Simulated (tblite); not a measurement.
Saddle-point search of C8H8O

The run: saddle-point search of C8H8O, SMILES C#CC(=C)C(=C)OC=C. Method and program: GFN2-xTB saddle search (eigenvector following) and harmonic vibrations, gas phase (tblite 0.8.0).

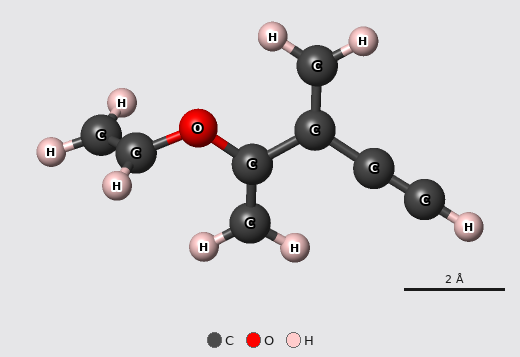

**Figure 1.** The input geometry (ball-and-stick view, seen at a tilt). Bond lengths as drawn: C–C 1.20 to 1.47 Å, C–H 1.05 to 1.09 Å and C–O 1.37 Å.

Input:
```
{"job": {"xc": "GFN2-xTB", "basis": "xTB", "kind": "saddle"}, "charge": 0, "multiplicity": 1}
C      3.619003    -0.380818    -0.197519
C      2.523037     0.094311    -0.080073
C      1.249708     0.697551     0.089600
C      1.135131     2.022126     0.229088
C      0.080908    -0.199238     0.102078
C      0.127676    -1.456814    -0.337531
O     -1.038411     0.423592     0.583195
C     -2.218617    -0.277267     0.629390
C     -3.132175    -0.180172    -0.316821
H      4.573647    -0.803191    -0.302416
H      1.998762     2.663687     0.205816
H      0.171832     2.481726     0.361972
H      1.046353    -1.862621    -0.717288
H     -0.740270    -2.092625    -0.347965
H     -2.364275    -0.863394     1.532307
H     -4.082894    -0.672659    -0.232649
H     -2.949416     0.405807    -1.201186
```

The first line tells a small driver script what to run in tblite; the rest is the geometry in Å.

Run on 1 CPU thread, shared host.

Command:
```bash
OMP_NUM_THREADS=1 python <driver script> task.json out
```

What the program printed:
```
step      E/eV     max force
  0    -683.32670   0.0364
  1    -683.32563   0.0822
  2    -683.32637   0.0330
  3    -683.32580   0.0383
  4    -683.32516   0.0626
  5    -683.32472   0.0696
  6    -683.32504   0.0559
  7    -683.32702   0.0651
  8    -683.32865   0.0608
  9    -683.32949   0.1368
 10    -683.32920   0.0159
 11    -683.32982   0.0167
 12    -683.33021   0.0278
 13    -683.33038   0.0256
 14    -683.33041   0.0033
lowest wavenumbers (cm-1): -131.7 35.7 65.2 126.8 204.2 224.3
```

Trajectory as extended XYZ (Å, eV, eV/Å), 12 frames, from step=0 to step=14:
```
17
Properties=species:S:1:pos:R:3:forces:R:3 step=0 energy=-683.32670
C     3.6190   -0.3808   -0.1975   -0.0060   0.0010   0.0000
C     2.5230    0.0943   -0.0801   -0.0010   0.0030  -0.0040
C     1.2497    0.6976    0.0896    0.0040  -0.0020   0.0070
C     1.1351    2.0221    0.2291    0.0050  -0.0030  -0.0040
C     0.0809   -0.1992    0.1021    0.0170   0.0040   0.0040
C     0.1277   -1.4568   -0.3375   -0.0040   0.0080   0.0020
O    -1.0384    0.4236    0.5832   -0.0050  -0.0010  -0.0360
C    -2.2186   -0.2773    0.6294   -0.0040   0.0030  -0.0070
C    -3.1322   -0.1802   -0.3168   -0.0110   0.0050  -0.0010
H     4.5736   -0.8032   -0.3024   -0.0040  -0.0050  -0.0090
H     1.9988    2.6637    0.2058    0.0030   0.0050   0.0130
H     0.1718    2.4817    0.3620    0.0090   0.0010   0.0070
H     1.0464   -1.8626   -0.7173   -0.0080  -0.0050   0.0320
H    -0.7403   -2.0926   -0.3480   -0.0010   0.0090   0.0080
H    -2.3643   -0.8634    1.5323    0.0280  -0.0190  -0.0090
H    -4.0829   -0.6727   -0.2326    0.0030  -0.0130   0.0020
H    -2.9494    0.4058   -1.2012   -0.0280   0.0100  -0.0070
17
Properties=species:S:1:pos:R:3:forces:R:3 step=1 energy=-683.32563
C     3.6054   -0.3913   -0.2275   -0.0160   0.0070   0.0000
C     2.5162    0.0950   -0.0932    0.0120  -0.0020  -0.0040
C     1.2493    0.7065    0.0959    0.0060   0.0080   0.0040
C     1.1466    2.0298    0.2572    0.0030  -0.0120  -0.0010
C     0.0751   -0.1828    0.1046    0.0100   0.0020   0.0000
C     0.1154   -1.4413   -0.3331    0.0000   0.0030   0.0040
O    -1.0420    0.4424    0.5885   -0.0110  -0.0030  -0.0220
C    -2.2224   -0.2589    0.6359   -0.0620  -0.0020  -0.0540
C    -3.1133   -0.2174   -0.3379    0.0560   0.0120   0.0440
H     4.5540   -0.8234   -0.3483   -0.0080   0.0010  -0.0070
H     2.0153    2.6649    0.2394    0.0020   0.0010   0.0090
H     0.1882    2.4951    0.4047    0.0090  -0.0020   0.0050
H     1.0319   -1.8538   -0.7102   -0.0020  -0.0040   0.0230
H    -0.7561   -2.0720   -0.3407    0.0010   0.0040   0.0060
H    -2.3867   -0.8005    1.5648    0.0160   0.0110  -0.0530
H    -4.0604   -0.7165   -0.2511    0.0010  -0.0070   0.0040
H    -2.9165    0.3243   -1.2489   -0.0190  -0.0160   0.0410
17
Properties=species:S:1:pos:R:3:forces:R:3 step=2 energy=-683.32637
C     3.6101   -0.3883   -0.2112   -0.0010   0.0000  -0.0020
C     2.5189    0.0955   -0.0854    0.0000   0.0010  -0.0020
C     1.2493    0.7036    0.0936    0.0030  -0.0040   0.0030
C     1.1400    2.0278    0.2398    0.0040   0.0020   0.0010
C     0.0784   -0.1899    0.1063    0.0080   0.0020   0.0010
C     0.1209   -1.4476   -0.3334    0.0000   0.0030   0.0050
O    -1.0402    0.4327    0.5898   -0.0040   0.0050  -0.0290
C    -2.2190   -0.2712    0.6324    0.0130   0.0040   0.0020
C    -3.1206   -0.1972   -0.3267   -0.0270  -0.0020  -0.0100
H     4.5605   -0.8180   -0.3247   -0.0010  -0.0030  -0.0080
H     2.0055    2.6669    0.2174    0.0040   0.0020   0.0100
H     0.1789    2.4898    0.3792    0.0050   0.0020   0.0070
H     1.0375   -1.8575   -0.7128    0.0000  -0.0060   0.0250
H    -0.7494   -2.0801   -0.3414    0.0010   0.0040   0.0060
H    -2.3716   -0.8436    1.5425    0.0200  -0.0190   0.0040
H    -4.0676   -0.6975   -0.2467   -0.0020  -0.0080   0.0050
H    -2.9316    0.3745   -1.2187   -0.0240   0.0150  -0.0170
17
Properties=species:S:1:pos:R:3:forces:R:3 step=3 energy=-683.32580
C     3.6029   -0.3937   -0.2276   -0.0060   0.0030  -0.0020
C     2.5153    0.0958   -0.0927    0.0060  -0.0010  -0.0020
C     1.2491    0.7082    0.0969    0.0030   0.0030   0.0020
C     1.1463    2.0316    0.2556    0.0030  -0.0040   0.0020
C     0.0752   -0.1812    0.1070    0.0050   0.0020  -0.0010
C     0.1145   -1.4394   -0.3314    0.0020   0.0010   0.0060
O    -1.0422    0.4429    0.5918   -0.0060   0.0030  -0.0220
C    -2.2214   -0.2606    0.6359   -0.0250   0.0000  -0.0290
C    -3.1106   -0.2176   -0.3381    0.0180   0.0050   0.0180
H     4.5501   -0.8282   -0.3496   -0.0030   0.0000  -0.0060
H     2.0146    2.6671    0.2365    0.0030   0.0000   0.0080
H     0.1878    2.4968    0.4030    0.0060   0.0000   0.0060
H     1.0302   -1.8528   -0.7091    0.0020  -0.0050   0.0210
H    -0.7575   -2.0695   -0.3382    0.0020   0.0020   0.0050
H    -2.3846   -0.8074    1.5610    0.0140   0.0010  -0.0260
H    -4.0559   -0.7206   -0.2556   -0.0040  -0.0050   0.0050
H    -2.9136    0.3287   -1.2453   -0.0190  -0.0030   0.0150
17
Properties=species:S:1:pos:R:3:forces:R:3 step=5 energy=-683.32472
C     3.5897   -0.3999   -0.2617   -0.0110   0.0060  -0.0020
C     2.5076    0.0967   -0.1086    0.0100  -0.0020  -0.0020
C     1.2475    0.7149    0.1023    0.0050   0.0080   0.0020
C     1.1564    2.0361    0.2856    0.0000  -0.0090   0.0020
C     0.0687   -0.1681    0.1093    0.0020   0.0010  -0.0010
C     0.1039   -1.4271   -0.3270    0.0020  -0.0010   0.0050
O    -1.0450    0.4576    0.6015   -0.0100  -0.0060  -0.0080
C    -2.2286   -0.2390    0.6427   -0.0560  -0.0050  -0.0410
C    -3.0886   -0.2539   -0.3593    0.0570   0.0120   0.0360
H     4.5318   -0.8407   -0.4000   -0.0050   0.0030  -0.0060
H     2.0298    2.6648    0.2717    0.0010  -0.0010   0.0050
H     0.2031    2.5065    0.4498    0.0060  -0.0040   0.0040
H     1.0179   -1.8444   -0.7038    0.0040  -0.0040   0.0130
H    -0.7698   -2.0549   -0.3296    0.0020  -0.0010   0.0030
H    -2.4220   -0.7306    1.5940    0.0090   0.0240  -0.0630
H    -4.0342   -0.7562   -0.2739   -0.0050   0.0000   0.0020
H    -2.8684    0.2384   -1.2930   -0.0120  -0.0210   0.0520
17
Properties=species:S:1:pos:R:3:forces:R:3 step=6 energy=-683.32504
C     3.5855   -0.3986   -0.2805   -0.0080   0.0050  -0.0030
C     2.5046    0.0972   -0.1175    0.0070  -0.0020  -0.0020
C     1.2464    0.7155    0.1047    0.0030   0.0060   0.0010
C     1.1595    2.0352    0.3006    0.0000  -0.0070   0.0020
C     0.0661   -0.1655    0.1110    0.0010   0.0010   0.0000
C     0.1001   -1.4251   -0.3237    0.0010  -0.0010   0.0040
O    -1.0451    0.4608    0.6083   -0.0080  -0.0060  -0.0020
C    -2.2338   -0.2268    0.6452   -0.0400  -0.0050  -0.0270
C    -3.0775   -0.2683   -0.3694    0.0430   0.0100   0.0230
H     4.5265   -0.8391   -0.4273   -0.0040   0.0030  -0.0060
H     2.0345    2.6617    0.2885    0.0000  -0.0010   0.0030
H     0.2083    2.5065    0.4737    0.0040  -0.0030   0.0040
H     1.0138   -1.8434   -0.7001    0.0020  -0.0030   0.0080
H    -0.7735   -2.0528   -0.3238    0.0010  -0.0010   0.0030
H    -2.4474   -0.6872    1.6073    0.0060   0.0220  -0.0510
H    -4.0265   -0.7642   -0.2827   -0.0020   0.0010  -0.0010
H    -2.8416    0.1940   -1.3142   -0.0080  -0.0190   0.0420
17
Properties=species:S:1:pos:R:3:forces:R:3 step=7 energy=-683.32702
C     3.5784   -0.3919   -0.3288   -0.0350   0.0170   0.0030
C     2.4994    0.0994   -0.1387    0.0310  -0.0110  -0.0060
C     1.2450    0.7155    0.1122    0.0110   0.0130   0.0010
C     1.1647    2.0321    0.3324   -0.0030  -0.0170   0.0000
C     0.0630   -0.1630    0.1205    0.0020  -0.0090  -0.0030
C     0.0986   -1.4290   -0.2958    0.0020   0.0060   0.0040
O    -1.0493    0.4699    0.6071   -0.0070  -0.0060   0.0050
C    -2.2439   -0.2072    0.6374   -0.0440  -0.0110  -0.0260
C    -3.0639   -0.2848   -0.3947    0.0500   0.0140   0.0250
H     4.5172   -0.8292   -0.4990   -0.0150   0.0080  -0.0030
H     2.0418    2.6558    0.3201    0.0000  -0.0010   0.0020
H     0.2175    2.5035    0.5269    0.0100  -0.0080   0.0010
H     1.0145   -1.8539   -0.6595   -0.0020   0.0010   0.0050
H    -0.7752   -2.0565   -0.2908    0.0000   0.0010   0.0030
H    -2.4853   -0.6262    1.6121    0.0050   0.0270  -0.0590
H    -4.0175   -0.7722   -0.3091    0.0020   0.0030  -0.0040
H    -2.8049    0.1376   -1.3525   -0.0050  -0.0250   0.0540
17
Properties=species:S:1:pos:R:3:forces:R:3 step=8 energy=-683.32865
C     3.5720   -0.3828   -0.3762   -0.0550   0.0250   0.0070
C     2.4952    0.1026   -0.1591    0.0510  -0.0210  -0.0080
C     1.2444    0.7146    0.1200    0.0170   0.0070  -0.0010
C     1.1685    2.0283    0.3590   -0.0060  -0.0140   0.0000
C     0.0623   -0.1632    0.1334   -0.0040  -0.0300  -0.0080
C     0.1019   -1.4385   -0.2551    0.0050   0.0300   0.0090
O    -1.0558    0.4793    0.5948    0.0170  -0.0070  -0.0100
C    -2.2513   -0.1959    0.6200    0.0040   0.0020  -0.0030
C    -3.0591   -0.2876   -0.4188   -0.0030  -0.0040   0.0000
H     4.5086   -0.8157   -0.5701   -0.0240   0.0120   0.0010
H     2.0461    2.6510    0.3426   -0.0010   0.0010   0.0010
H     0.2247    2.4979    0.5738    0.0140  -0.0100  -0.0010
H     1.0217   -1.8722   -0.5992   -0.0120   0.0100   0.0070
H    -0.7720   -2.0657   -0.2449    0.0000   0.0020   0.0020
H    -2.5047   -0.6003    1.5950   -0.0080  -0.0040   0.0190
H    -4.0144   -0.7723   -0.3383    0.0000   0.0000   0.0010
H    -2.7880    0.1205   -1.3771    0.0060   0.0020  -0.0160
17
Properties=species:S:1:pos:R:3:forces:R:3 step=10 energy=-683.32920
C     3.5702   -0.3795   -0.3921   -0.0020   0.0010  -0.0040
C     2.4953    0.1040   -0.1655    0.0030  -0.0020   0.0020
C     1.2469    0.7150    0.1227    0.0000  -0.0020  -0.0010
C     1.1747    2.0264    0.3734    0.0010   0.0020   0.0030
C     0.0632   -0.1605    0.1317    0.0020  -0.0010  -0.0010
C     0.1055   -1.4410   -0.2371   -0.0010  -0.0030   0.0030
O    -1.0611    0.4909    0.5624    0.0010   0.0120  -0.0030
C    -2.2519   -0.1920    0.6037    0.0070   0.0010   0.0050
C    -3.0692   -0.2901   -0.4267   -0.0100  -0.0030  -0.0070
H     4.5050   -0.8108   -0.5945    0.0000   0.0000  -0.0030
H     2.0535    2.6475    0.3604    0.0000   0.0000   0.0010
H     0.2327    2.4955    0.5947    0.0000   0.0000   0.0020
H     1.0288   -1.8811   -0.5608    0.0040  -0.0030   0.0030
H    -0.7701   -2.0660   -0.2301    0.0000   0.0000   0.0010
H    -2.4929   -0.5966    1.5820   -0.0030  -0.0070   0.0140
H    -4.0217   -0.7785   -0.3358   -0.0020  -0.0010   0.0000
H    -2.8089    0.1168   -1.3885    0.0020   0.0050  -0.0130
17
Properties=species:S:1:pos:R:3:forces:R:3 step=11 energy=-683.32982
C     3.5633   -0.3738   -0.4269   -0.0150   0.0070   0.0020
C     2.4913    0.1060   -0.1791    0.0140  -0.0060  -0.0040
C     1.2461    0.7146    0.1287    0.0040   0.0020   0.0000
C     1.1777    2.0237    0.3928   -0.0010  -0.0030   0.0000
C     0.0619   -0.1600    0.1413   -0.0010  -0.0050  -0.0010
C     0.1057   -1.4453   -0.2105    0.0010   0.0050   0.0030
O    -1.0645    0.4970    0.5590    0.0010  -0.0020  -0.0010
C    -2.2573   -0.1830    0.5952   -0.0060  -0.0010  -0.0060
C    -3.0612   -0.2955   -0.4448    0.0070   0.0020   0.0040
H     4.4957   -0.8024   -0.6461   -0.0050   0.0030  -0.0010
H     2.0571    2.6441    0.3767    0.0000   0.0000   0.0010
H     0.2385    2.4918    0.6281    0.0030  -0.0020   0.0010
H     1.0308   -1.8904   -0.5229   -0.0020   0.0010   0.0030
H    -0.7701   -2.0699   -0.1999    0.0000   0.0000   0.0010
H    -2.5118   -0.5722    1.5771    0.0000   0.0030  -0.0070
H    -4.0156   -0.7813   -0.3590    0.0010   0.0000  -0.0010
H    -2.7875    0.0966   -1.4097   -0.0010  -0.0030   0.0060
17
Properties=species:S:1:pos:R:3:forces:R:3 step=12 energy=-683.33021
C     3.5565   -0.3680   -0.4606   -0.0250   0.0110   0.0050
C     2.4874    0.1085   -0.1934    0.0230  -0.0090  -0.0050
C     1.2458    0.7144    0.1343    0.0070   0.0040   0.0000
C     1.1813    2.0210    0.4120   -0.0020  -0.0070   0.0000
C     0.0612   -0.1594    0.1503   -0.0030  -0.0130  -0.0030
C     0.1072   -1.4502   -0.1819    0.0020   0.0150   0.0040
O    -1.0684    0.5036    0.5501    0.0070  -0.0070  -0.0030
C    -2.2619   -0.1754    0.5835   -0.0060  -0.0010  -0.0050
C    -3.0564   -0.2992   -0.4625    0.0070   0.0020   0.0040
H     4.4861   -0.7940   -0.6966   -0.0100   0.0050   0.0010
H     2.0611    2.6406    0.3933    0.0000   0.0000   0.0000
H     0.2449    2.4876    0.6616    0.0060  -0.0040  -0.0010
H     1.0346   -1.9004   -0.4805   -0.0060   0.0050   0.0030
H    -0.7687   -2.0745   -0.1677    0.0000   0.0010   0.0010
H    -2.5254   -0.5533    1.5673    0.0000   0.0020  -0.0060
H    -4.0118   -0.7834   -0.3800    0.0000   0.0000  -0.0010
H    -2.7736    0.0818   -1.4292    0.0000  -0.0020   0.0060
17
Properties=species:S:1:pos:R:3:forces:R:3 step=14 energy=-683.33041
C     3.5474   -0.3617   -0.4975   -0.0030   0.0010   0.0000
C     2.4828    0.1115   -0.2088    0.0030  -0.0010   0.0010
C     1.2459    0.7144    0.1404    0.0000   0.0010   0.0000
C     1.1860    2.0178    0.4333    0.0000  -0.0010   0.0000
C     0.0607   -0.1585    0.1596   -0.0010  -0.0010  -0.0010
C     0.1093   -1.4546   -0.1494    0.0000   0.0010   0.0010
O    -1.0724    0.5112    0.5369    0.0010  -0.0010  -0.0010
C    -2.2660   -0.1678    0.5689    0.0000   0.0000   0.0000
C    -3.0520   -0.3032   -0.4819    0.0000   0.0000   0.0000
H     4.4731   -0.7849   -0.7519   -0.0010   0.0000   0.0000
H     2.0663    2.6367    0.4121    0.0000   0.0000   0.0000
H     0.2532    2.4824    0.6985    0.0000   0.0000   0.0000
H     1.0392   -1.9103   -0.4307   -0.0010   0.0010   0.0000
H    -0.7670   -2.0784   -0.1318    0.0000   0.0000   0.0000
H    -2.5373   -0.5352    1.5545    0.0000   0.0000   0.0000
H    -4.0080   -0.7865   -0.4021    0.0000   0.0000   0.0000
H    -2.7611    0.0673   -1.4501    0.0000   0.0000   0.0000
```

Results in brief:

- outcome: converged
- total energy: −683.3304 eV
- point group: C1
- wall time: 3.5 s
- peak memory: 0.2 GiB
